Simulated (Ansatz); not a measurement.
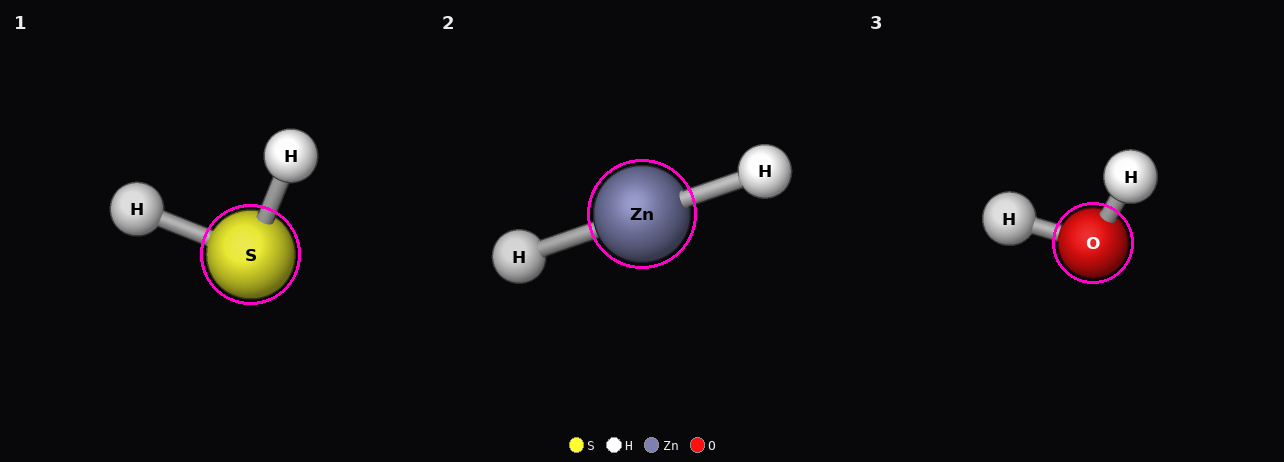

3 molecules with one skeleton, seen from the same side and at one scale; the atom that differs is circled. Each species is neutral and a spin singlet. Computed geometries: PBE0-D4/def2-TZVP optimisations, one conformation each. Properties computed with Ansatz 0.2.0.

One atom differs, called X below: S in panel 1, Zn in panel 2, O in panel 3. Their formulas are H2S (`S`), ZnH2 (`[ZnH2]`), H2O (`O`).

Rank them by the mean length of X–H, lowest first (PBE0-D4/def2-TZVP).

3 (O), 1 (S), 2 (Zn).

Rank them by the angle H–X–H, lowest first (PBE0-D4/def2-TZVP).

1 (S), 3 (O), 2 (Zn).

Give the values. With PBE0-D4/def2-TZVP: mean length of X–H (Å), angle H–X–H (°), harmonic zero-point energy (kJ/mol). With PBE0-D4/def2-SVP: HOMO energy (Kohn–Sham orbital) (eV), HOMO–LUMO gap (eV). With PBE-D4/def2-TZVPP: dipole moment (D), vertical ionisation energy (eV).

```tsv
quantity	1 (S)	2 (Zn)	3 (O)
mean length of X–H (Å)	1.341	1.544	0.960
angle H–X–H (°)	92.3	180.0	105.1
HOMO energy (Kohn–Sham orbital) (eV)	−7.22	−7.76	−8.30
HOMO–LUMO gap (eV)	8.46	8.95	10.07
dipole moment (D)	1.08	0.00	1.89
vertical ionisation energy (eV)	10.37	10.53	12.70
harmonic zero-point energy (kJ/mol)	39.9	30.5	56.4
```
